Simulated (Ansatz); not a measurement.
# AlBCl2H4O: what the fields show

Input file:

```
crystal:
  periodic: [false, false, false]
  atoms:
    - { symbol: B, position_ang: [-0.036159, 0.593679, 0.150072] }
    - { symbol: Cl, position_ang: [0.411202, 0.495247, 1.917477] }
    - { symbol: H, position_ang: [0.79955, 0.389854, -0.64406] }
    - { symbol: Cl, position_ang: [-1.6002, 1.224079, -0.312112] }
    - { symbol: O, position_ang: [-0.472158, -1.970033, 0.302986] }
    - { symbol: Al, position_ang: [-0.960998, -3.434875, -0.432766] }
    - { symbol: H, position_ang: [-0.628432, -4.79357, 0.306722] }
    - { symbol: H, position_ang: [-1.708614, -3.320199, -1.815052] }
    - { symbol: H, position_ang: [-0.068489, -1.929182, 1.183632] }
basis:
  gaussian: { orbitals: "6-31G*" }
hamiltonian:
  xc: hf
relax:
  f_tol: 0.03
  max_steps: 50
output:
  orbitals: {}
```

Launched as:

```sh
ansatz run input.yaml --threads 1 --pin off --max-ram 2048MiB --backend cpu --events-out ev --progress --plain --runs-dir out
```

The fields are those of the run's last geometry, not of the input's.

All numbers below come from Ansatz 0.2.0, RHF/6-31G*.

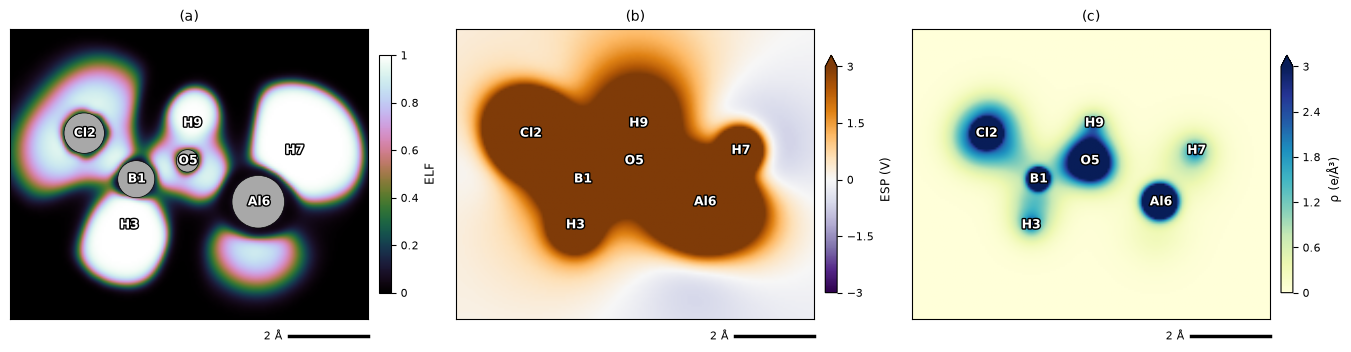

Figure 1. (a) ELF; (b) molecular electrostatic potential; (c) electron density on the plane of atoms Cl2, B1 and H3. Grey discs cover the atomic cores in the ELF map.

> What do the fields say about this system?

The section cuts through B, Cl, H, O and Al sites.
B–O (1.37 Å): the density is about 2.1 e/Å³ at the midpoint; the ELF peaks at about 0.90 between the atoms; a polar covalent bond.
B–Cl (1.75 Å): the density is about 1.4 e/Å³ at the midpoint; the ELF peaks at about 0.95 between the atoms: a polar covalent bond.
Al–O (2.07 Å): ρ at the midpoint is about 0.33 e/Å³; the ELF peaks at about 0.90 in the valence shell of O, 0.6 Å from its nucleus, and is about 0.45 at the midpoint.
O–H (0.95 Å): ρ at the midpoint is about 3.8 e/Å³; the ELF climbs to about 1 towards the hydrogen, as it does in any bond to H (a covalent bond by its length).
B–H (1.17 Å): ρ is about 1.4 e/Å³ halfway; the ELF climbs to about 1 towards the hydrogen: an ordinary covalent bond to hydrogen.
The ELF also peaks beside Cl2, away from the bonds: lone-pair regions.
Outside the dense part of the molecule the potential is most negative (−0.7 V) near H7.

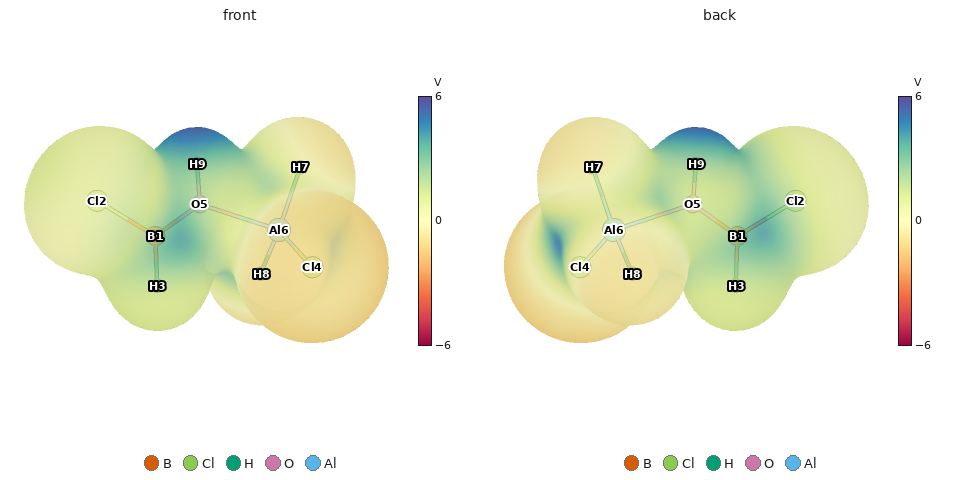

Figure 2. The molecular electrostatic potential painted on the density surface at 0.004 e/bohr³, seen from the front and from behind; the colour scale runs from red (negative) to blue (positive).

> Where is the surface potential most negative and most positive?

The most negative region (about −1.3 V) lies over Cl4, the most positive (about +5.3 V) over H9. Cl2 shows a σ-hole: about +1.1 V at the tip opposite its bond, against about +0.6 V on its flanks.

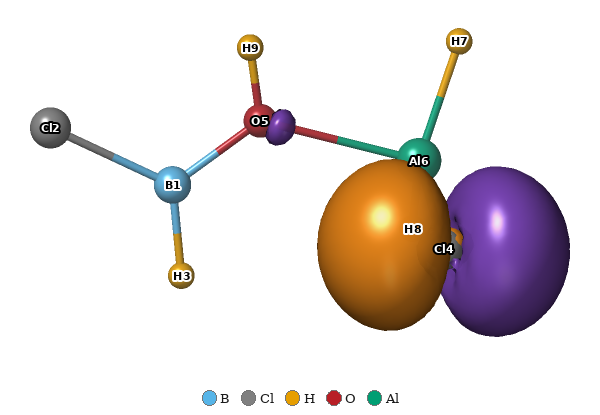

Figure 3. The HOMO−1 at ±0.15 Å⁻³ᐟ² (orange and purple are the two phases), seen across its widest extent.

> Where does this orbital lie, and at what energy?

It lies mainly on Cl4 (about 90 %); largely a lone pair of Cl4. Its energy is −11.89 eV.
